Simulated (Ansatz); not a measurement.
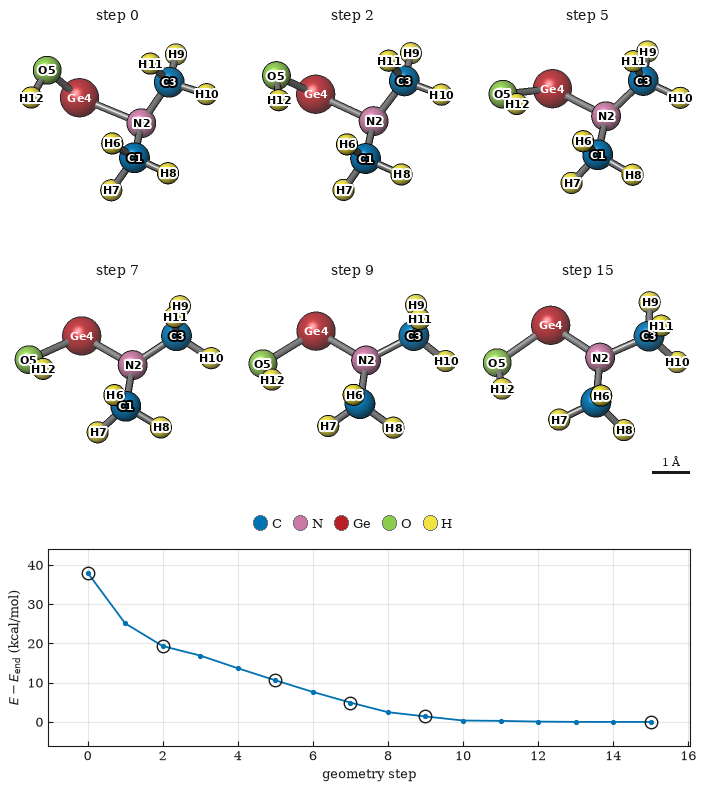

Frames of a relaxation of C2H7GeNO (coarse preliminary run), marked on the history of the run. A ball-and-stick model, seen at a tilt.

The start comes from a force field.

The calculation used RKS PBE-D4/def2-SVP (Ansatz 0.2.0). Settings: force threshold 0.03 eV/Å; at most 200 steps.

### Describe the path.

The largest move after the best rigid fit is that of O5, 1.36 Å. Largest moves by element: O 1.36 Å, H 1.14 Å, N 0.85 Å, Ge 0.76 Å, C 0.45 Å. Among the contacts that change: Ge4–O5 1.722 → 1.816 Å, C1–H8 1.065 → 1.117 Å, C1–H7 1.155 → 1.111 Å, C3–H9 1.073 → 1.111 Å. Among the angles between lasting bonds that change: C1–N2–Ge4 110.6° → 128.0°, C3–N2–Ge4 106.9° → 117.9°, N2–Ge4–O5 112.1° → 101.3°. Groups turn about Ge4–O5 by about 85°. The energy falls by 38.1 kcal/mol in 15 geometry steps. The largest force component goes from 2.8 to 0.028 eV/Å. From step 0 to 2: H12 moves most (0.37 Å), energy −18.7 kcal/mol. From step 2 to 5: O5 moves most (0.58 Å), energy −8.72 kcal/mol. From step 5 to 7: O5 moves most (0.36 Å), energy −5.68 kcal/mol. From step 7 to 9: H12 moves most (0.39 Å), energy −3.54 kcal/mol. From step 9 to 15: H12 moves most (0.47 Å), energy −1.40 kcal/mol.
